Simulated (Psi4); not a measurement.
# BGeNH6 (SMILES B[NH][GeH3]): B3LYP/6-31G(d) (Cartesian functions)

What is the vertical ionisation energy of BGeNH6 at B3LYP/6-31G* (Cartesian functions)? 

The results are computed with Psi4 1.11.

2 further runs of the same task are left out: 2 set aside as unsound or not needed.

### Step 1. The molecule

BGeNH6: 9 atoms, total charge 0, spin state singlet. As SMILES, `B[NH][GeH3]`. The coordinates come from a PBE0-D4/def2-TZVP relaxation.

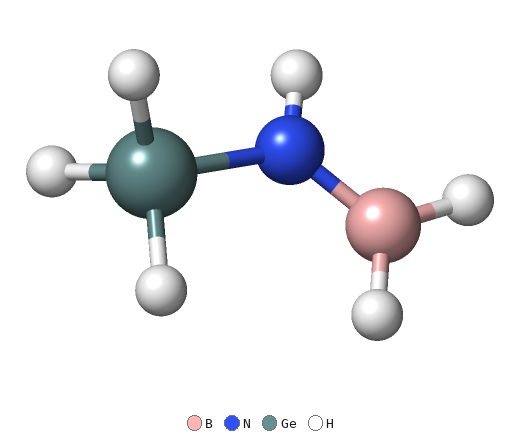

Viewed from a chosen angle; boron pink, nitrogen blue, germanium teal, hydrogen white.

### Step 2. Energy and gradient at B3LYP/6-31G(d) (Cartesian functions)

File bgeh6n.in:

```
memory 1600 mb

molecule molecule1 {
  B
  N 1 R2
  Ge 2 R3 1 A3
  H 1 R4 2 A4 3 D4
  H 1 R5 4 A5 2 D5
  H 2 R6 1 A6 5 D6
  H 3 R7 2 A7 6 D7
  H 3 R8 7 A8 2 D8
  H 3 R9 8 A9 7 D9

  R2 = 1.391923
  R3 = 1.853587
  A3 = 126.22471
  R4 = 1.199334
  A4 = 119.19094
  D4 = -0.01862
  R5 = 1.199186
  A5 = 121.24037
  D5 = 179.9922
  R6 = 1.009785
  A6 = 117.87217
  D6 = -0.01467
  R7 = 1.538344
  A7 = 109.09844
  D7 = -59.52297
  R8 = 1.529696
  A8 = 111.48374
  D8 = 117.29301
  R9 = 1.538234
  A9 = 111.50349
  D9 = -122.22673
  symmetry c1
  no_reorient
  no_com
}

set {
  puream               false
  e_convergence        1e-09
  d_convergence        1e-08
  scf_type             pk
  dft_radial_points    99
  dft_spherical_points 590
}

e_tot, wfn = gradient("b3lyp/6-31G*", return_wfn=True)
oeprop(wfn, "QUADRUPOLE", "DIPOLE", "LOWDIN_CHARGES", title="B3LYP")
```

Started as:

```console
psi4 bgeh6n.in bgeh6n.out -n 1
```

bgeh6n.out:

```text
[...]
  Running in c1 symmetry.
[...]
  Nuclear repulsion =  177.534477274152806
[...]
  Multiplicity = 1
[...]
  Nalpha       = 25
  Nbeta        = 25
[...]
    Number of basis functions: 77
[...]
   @RKS iter   1: -2158.32825244947753   -1.92964e+00   3.83410e-02 ADIIS/DIIS
[...]
   @RKS iter  11: -2160.00586138706467   -2.72848e-12   5.29307e-09 DIIS
[...]
  @RKS Final Energy: -2160.00586138706467
   => Energetics <=
    Nuclear Repulsion Energy =            177.5344772741528061
    One-Electron Energy =               -3357.9625462422523015
    Two-Electron Energy =                1094.7059842740168278
    DFT Exchange-Correlation Energy =     -74.2837766929820589
    Empirical Dispersion Energy =           0.0000000000000000
    VV10 Nonlocal Energy =                  0.0000000000000000
    Total Energy =                      -2160.0058613870646695
[...]
  -Total Gradient:
     Atom            X                  Y                   Z
    ------   -----------------  -----------------  -----------------
       1       -0.000010364646     0.000214712065     0.006861431926
       2       -0.000003006462    -0.001247840074     0.000926768818
       3       -0.000045448784     0.002855584454    -0.002684220116
       4        0.000009685757    -0.000563668824     0.000125988508
       5       -0.000001568928    -0.000041973839     0.000010620150
       6        0.000009724108    -0.004037734974    -0.002630015557
       7       -0.002101140279     0.000400954429    -0.001815297583
       8        0.000009085635     0.002005730450     0.001038220993
       9        0.002133030516     0.000409133137    -0.001825837332
[...]
 Multipole Moments:
 ------------------------------------------------------------------------------------
     Multipole            Electronic (a.u.)      Nuclear  (a.u.)        Total (a.u.)
 ------------------------------------------------------------------------------------
 L = 1.  Multiply by 2.5417464519 to convert [e a0] to [Debye]
 Dipole X            :         -0.0008204            0.0006512           -0.0001692
 Dipole Y            :         -4.3532279            4.3892256            0.0359977
 Dipole Z            :          6.0805660           -5.3559039            0.7246620
 Magnitude           :                                                    0.7255556
 L = 2.  Multiply by 1.3450342976 to convert [e a0^2] to [Debye ang]
 Quadrupole XX       :        -35.5813407           11.2172537          -24.3640870
 Quadrupole XY       :          0.0028639           -0.0026034            0.0002605
[...]
```

Run time: 14 s. Hardware: 1 thread of Intel Xeon 6975P-C (Granite Rapids), shared host; peak memory 0.76 GiB.

### Step 3. The doublet cation at the same level

File calc.py:

```python
import psi4

psi4.set_memory('1600 MB')
psi4.set_num_threads(1)
psi4.core.set_output_file('psi4.out', False)

geom = psi4.geometry("""
1 2
B
N 1 1.391923
Ge 2 1.853587 1 126.22471
H 1 1.199334 2 119.19094 3 -0.01862
H 1 1.199186 4 121.24037 2 179.9922
H 2 1.009785 1 117.87217 5 -0.01467
H 3 1.538344 2 109.09844 6 -59.52297
H 3 1.529696 7 111.48374 2 117.29301
H 3 1.538234 8 111.50349 7 -122.22673
units angstrom
symmetry c1
no_reorient
no_com
""")

psi4.set_options({
    'reference': 'uks',
    'puream': False,
    'e_convergence': 1e-09,
    'd_convergence': 1e-08,
    'scf_type': 'pk',
    'dft_radial_points': 99,
    'dft_spherical_points': 590,
    'maxiter': 100,
})

E, wfn = psi4.gradient('b3lyp/6-31G*', return_wfn=True)
psi4.oeprop(wfn, 'MULLIKEN_CHARGES', 'QUADRUPOLE', 'DIPOLE')
print('gradient / Eh bohr^-1')
print(E.np.round(6))
print(f'energy = {wfn.energy():.10f} Eh')
```

Started as:

```console
python calc.py
```

psi4.out:

```text
[...]
  Running in c1 symmetry.
[...]
  Nuclear repulsion =  177.534477274152806
[...]
  Multiplicity = 2
[...]
  Nalpha       = 25
  Nbeta        = 24
[...]
    Number of basis functions: 77
[...]
   @UKS iter   1: -2157.98171651883786   -1.58310e+00   3.81547e-02 ADIIS/DIIS
[...]
   @UKS iter  20: -2159.62901537322114   -2.72848e-12   4.25827e-09 DIIS
[...]
   @S^2 Observed:                7.576157608E-01
[...]
  @UKS Final Energy: -2159.62901537322114
   => Energetics <=
    Nuclear Repulsion Energy =            177.5344772741528061
    One-Electron Energy =               -3345.7421707881267139
    Two-Electron Energy =                1082.6096865585786873
    DFT Exchange-Correlation Energy =     -74.0310084178259871
    Empirical Dispersion Energy =           0.0000000000000000
    VV10 Nonlocal Energy =                  0.0000000000000000
    Total Energy =                      -2159.6290153732211365
[...]
  -Total Gradient:
     Atom            X                  Y                   Z
    ------   -----------------  -----------------  -----------------
       1       -0.000025755409    -0.000939262334     0.091738297002
       2        0.000026796723    -0.003361129696    -0.064988676465
       3        0.000047653083     0.036199073683    -0.000786105594
       4       -0.000060298357    -0.004535217529    -0.005550537176
       5        0.000077796968     0.004528374946    -0.005583784991
       6       -0.000084972222    -0.014197248930    -0.006897046437
       7       -0.004352889516    -0.007366452474    -0.004792449771
       8        0.000010221809    -0.003003725397     0.001678188670
       9        0.004361444251    -0.007329917733    -0.004810171313
[...]
 Multipole Moments:
 ------------------------------------------------------------------------------------
     Multipole            Electronic (a.u.)      Nuclear  (a.u.)        Total (a.u.)
 ------------------------------------------------------------------------------------
 L = 1.  Multiply by 2.5417464519 to convert [e a0] to [Debye]
 Dipole X            :         -0.0003253            0.0006512            0.0003258
 Dipole Y            :         -3.4684074            4.3892256            0.9208182
 Dipole Z            :          5.3292021           -5.3559039           -0.0267019
 Magnitude           :                                                    0.9212053
 L = 2.  Multiply by 1.3450342976 to convert [e a0^2] to [Debye ang]
 Quadrupole XX       :        -31.2019104           11.2172537          -19.9846567
 Quadrupole XY       :          0.0035188           -0.0026034            0.0009153
[...]
```

Standard output:

```text
gradient / Eh bohr^-1
[[-2.6000e-05 -9.3900e-04  9.1738e-02]
 [ 2.7000e-05 -3.3610e-03 -6.4989e-02]
 [ 4.8000e-05  3.6199e-02 -7.8600e-04]
 [-6.0000e-05 -4.5350e-03 -5.5510e-03]
 [ 7.8000e-05  4.5280e-03 -5.5840e-03]
 [-8.5000e-05 -1.4197e-02 -6.8970e-03]
 [-4.3530e-03 -7.3660e-03 -4.7920e-03]
 [ 1.0000e-05 -3.0040e-03  1.6780e-03]
 [ 4.3610e-03 -7.3300e-03 -4.8100e-03]]
energy = -2159.6290153732 Eh
```

Wall time 30 s (1 thread of Intel Xeon 6975P-C (Granite Rapids), shared host); peak memory 0.77 GiB.

### Step 4. What came out

At B3LYP/6-31G* (Cartesian functions):

```
                                          quantity           value
                      singlet BGeNH6: total energy  -2160.00586 Eh
                     singlet BGeNH6: dipole moment          1.84 D
                       singlet BGeNH6: HOMO energy        -7.83 eV
                       singlet BGeNH6: LUMO energy         0.33 eV
                     singlet BGeNH6: HOMO–LUMO gap         8.17 eV
          singlet BGeNH6: largest force on an atom      0.353 eV/Å
                      doublet cation: total energy  -2159.62902 Eh
doublet cation: HOMO energy (highest over α and β)       -14.33 eV
 doublet cation: LUMO energy (lowest over α and β)       -12.67 eV
                              doublet cation: ⟨S²⟩           0.758
          doublet cation: largest force on an atom      4.718 eV/Å
vertical ionisation energy (to the doublet cation)       10.255 eV
```

In words: The vertical ionisation energy comes to 10.25 eV (989 kJ/mol). The largest force (singlet BGeNH6) is 0.35 eV/Å: the shape isn't a stationary point for this species at this level. The negative HOMO energy of the first species, 7.83 eV, lies 2.42 eV below that difference. Mulliken charges (doublet cation) run from -0.37 on N2 to +0.42 on H6; they depend strongly on the basis.
